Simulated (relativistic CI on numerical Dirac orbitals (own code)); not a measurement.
**Run report: Mn³⁺, relativistic CI calculation**

- system: Mn³⁺.
- method: Dirac-Coulomb-Breit CI, KLI orbitals optimised for each configuration, model QED (radiative potential, 1s self-energy scaled to tabulated hydrogen-like ionisation energies), valence Slater integrals scaled by 0.8, multiplet model of core-to-valence dipole absorption (relativistic CI on numerical Dirac orbitals, in-house)

Key numbers:

| quantity | value |
| --- | --- |
| outcome | converged |
| hardware | 1 CPU thread, shared host |
| CPU time | 2 s |

Notes:

Caveats: free-ion energies, so absolute edge positions are off by a few eV from solids.

The input:
```
atom Mn  Z=25  charge=3  electrons=22
nucleus A=55  rms_radius_fm=3.7057
hamiltonian dirac-coulomb  breit=on  qed=on  c_scale=1
orbitals kli  potential=per-configuration
slater_scale 0.8
correlation none
mixing on
configurations
  [Ar] 3d4
  [He] 2s2 2p5 3s2 3p6 3d5
end
absorption L2,3 T=300 lorentz=0.6 gauss=0.3
crystal_field free
```

The program writes its results to a structured record and prints no log; tables and figures of this report are taken from that record.

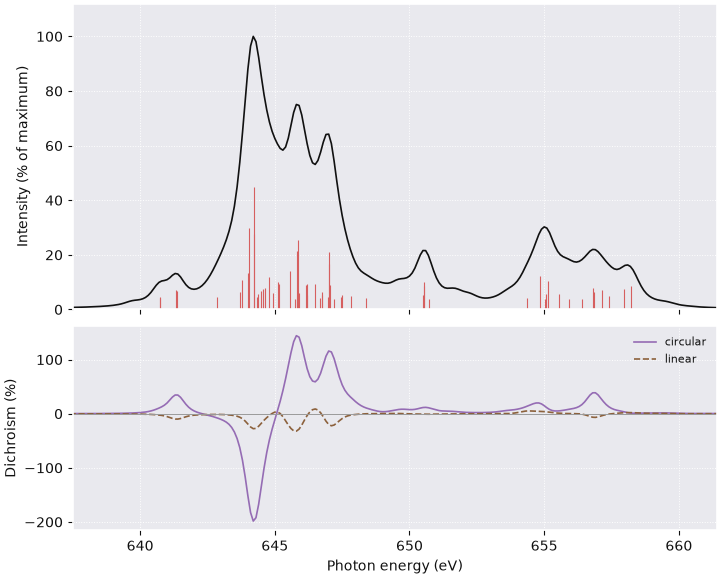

**Figure 1.** L₂,₃ X-ray absorption of Mn³⁺, [Ar] 3d⁴, in no crystal field (free ion). Sticks are the strongest transitions, on a scale of their own. Multiplet model: relativistic Dirac–Coulomb–Breit theory, one configuration a step, Slater integrals scaled by 0.8, 300 K, Voigt broadening (Lorentzian 0.6 eV, Gaussian 0.3 eV full widths), computed with a radial Dirac CI code. Dichroism is for the ground state at zero temperature, magnetised by an exchange field of 10 meV on Sz (linear: z less the mean of x and y). The main maxima lie at 641.3 eV (13), 644.2 eV (100), 645.8 eV (75), 647.0 eV (64), 650.5 eV (22), 655.0 eV (30), 656.8 eV (22) and 658.1 eV (16), heights in % of the largest; the centroid is at 647.9 eV. The lower edge holds 0.78 of the intensity (branching ratio, edges parted at 653 eV, split at the minimum of the curve and uncertain by about 0.02), and the core spin-orbit splitting of the orbitals is 10.8 eV. The ground state has S = 2.00. The circular dichroism (Δm = −1 less Δm = +1) is largest at 644.2 eV, −198 % of the isotropic maximum; its integrals over the lower and upper edge are 0.082 and 0.048 of the sum over the three polarisations. The magnetised ground state has ⟨Lz⟩ = 1.56 and ⟨Sz⟩ = −1.56.

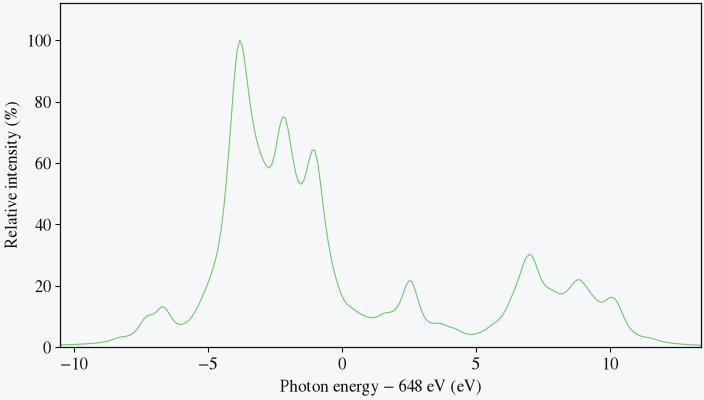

**Figure 2.**  The ground state has S = 2.00.
